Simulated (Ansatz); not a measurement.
# Sr2H5Rh: structures and their energies

10 relaxations of Sr2H5Rh ended in 7 distinct structures. Level of theory: r2SCAN (plane waves to 500 eV, PAW, scalar-relativistic; Ansatz, a first-principles code).

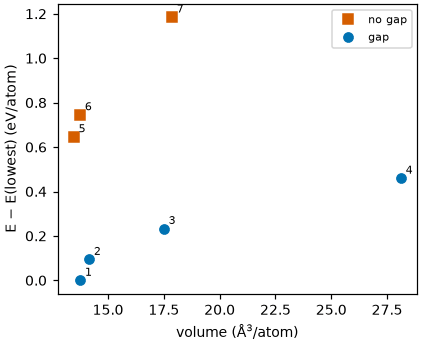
Figure. Energy against volume of the distinct structures, numbered as in the table

| # | space group | Pearson | type | E − E(lowest) (eV/atom) | V (Å³/atom) | gap (eV, no SOC) | runs ending here |
|---|---|---|---|---|---|---|---|
| 1 | I4mm | tI16 | – | 0.000 | 13.76 | 0.76 | 4 |
| 2 | C2/m | mS16 | – | 0.094 | 14.16 | 1.20 | 1 |
| 3 | R32 | hR8 | – | 0.233 | 17.51 | 1.37 | 1 |
| 4 | I4/mmm | tI16 | – | 0.460 | 28.13 | 1.05 | 1 |
| 5 | I4/mmm | tI16 | – | 0.65 | 13.48 | 0.00 | 1 |
| 6 | P6mm | hP8 | – | 0.75 | 13.76 | 0.00 | 1 |
| 7 | P6/mmm | hP8 | – | 1.19 | 17.87 | 0.00 | 1 |

I4mm, tI16 is the lowest of the structures calculated here.

Sr2H5Rh is modelled in the tetragonal space group I4mm (No. 107), Pearson symbol tI16. Conventional cell: a = 5.3313 Å, b = 5.3313 Å, c = 7.7471 Å, α = 90.00°, β = 90.00°, γ = 90.00°. Sr on 4b is coordinated by 10 H at 2.667–2.740 Å and 4 Rh at 3.258–3.333 Å. H1 on 8c has 1 Rh at 1.674 Å and 4 Sr at 2.683–2.740 Å (square pyramidal). H2 on 2a sees 1 Rh at 1.800 Å and 4 Sr at 2.667 Å (square pyramidal). Rh on 2a is coordinated by 4 H at 1.674 Å and 1 H at 1.800 Å and 8 Sr at 3.258–3.333 Å. (Neighbours: up to the widest gap in distance over summed covalent radii, below 1.35, at either atom; cation-cation and far metal-metal contacts left out.)
(The calculation used a cell of 8 atoms; values per cell refer to that cell.)

Each run could gain symmetry but not lose that of its start, so entries can be saddle points. From databases, or of a type measured for this composition: I4mm, tI16; the others are generated cells (placed on structure types, drawn at random, substituted or restacked) that were not matched to a known phase here. Static energies at zero pressure. No spin polarisation in the result.
